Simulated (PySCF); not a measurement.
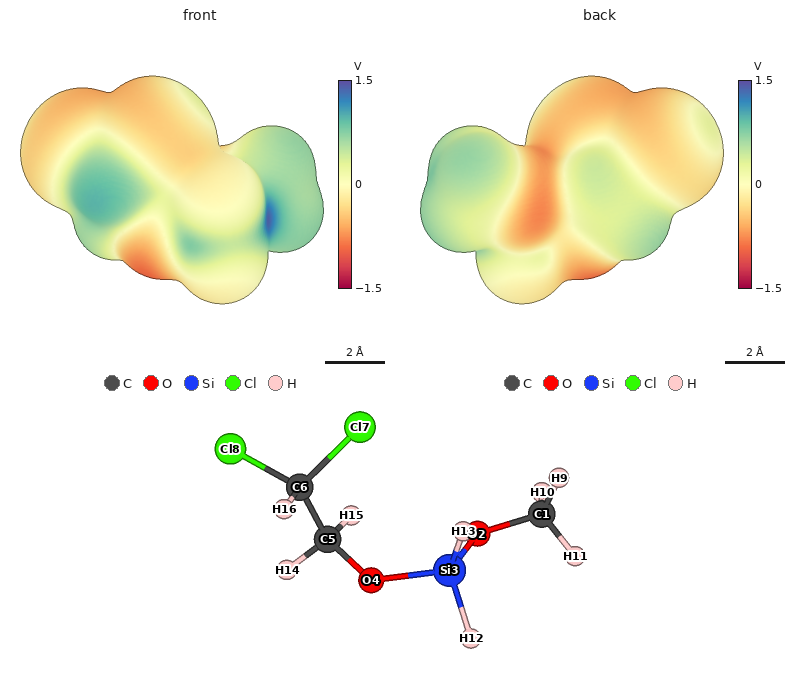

*C$_{3}$H$_{8}$Cl$_{2}$O$_{2}$Si (SMILES CO[SiH2]OCC(Cl)Cl). The molecular electrostatic potential painted on the density surface at 0.001 e/bohr³, seen from the front and from behind; red is negative and blue positive. The bare structure is drawn below in the same view.*

Geometry: GFN2-xTB.

Computed with PBE0/pcSseg-1, SCF density, gas phase, non-relativistic (PySCF 2.14.0).

```yaml
atoms:
  - { symbol: C, position_ang: [2.6263, 0.4056, -0.9363] }
  - { symbol: O, position_ang: [1.4343, -0.1250, -0.4402] }
  - { symbol: Si, position_ang: [0.8497, -0.0791, 1.0702] }
  - { symbol: O, position_ang: [-0.5659, -0.8766, 1.0127] }
  - { symbol: C, position_ang: [-1.5021, -0.9201, -0.0071] }
  - { symbol: C, position_ang: [-2.4763, 0.2497, 0.0925] }
  - { symbol: Cl, position_ang: [-1.6874, 1.7591, -0.3858] }
  - { symbol: Cl, position_ang: [-3.8800, -0.0403, -0.9500] }
  - { symbol: H, position_ang: [2.6439, 1.4917, -0.8237] }
  - { symbol: H, position_ang: [2.6924, 0.1510, -1.9949] }
  - { symbol: H, position_ang: [3.4859, -0.0140, -0.4089] }
  - { symbol: H, position_ang: [1.5921, -0.9091, 2.0068] }
  - { symbol: H, position_ang: [0.6989, 1.3039, 1.5207] }
  - { symbol: H, position_ang: [-2.0700, -1.8517, 0.1044] }
  - { symbol: H, position_ang: [-1.0157, -0.9119, -0.9883] }
  - { symbol: H, position_ang: [-2.8336, 0.3757, 1.1166] }
```

Describe the electrostatic potential map.

Answer. The most negative region (about −0.9 V) lies over O4, the most positive (about +1.3 V) over Si3. Cl7 shows a σ-hole: about +0.2 V at the tip opposite its bond, against about −0.5 V on its flanks. Cl8 shows a σ-hole: about +0.2 V at the tip opposite its bond, against about −0.4 V on its flanks.

How polar is the molecule by this calculation?

Answer. Its dipole moment is 1.92 D.
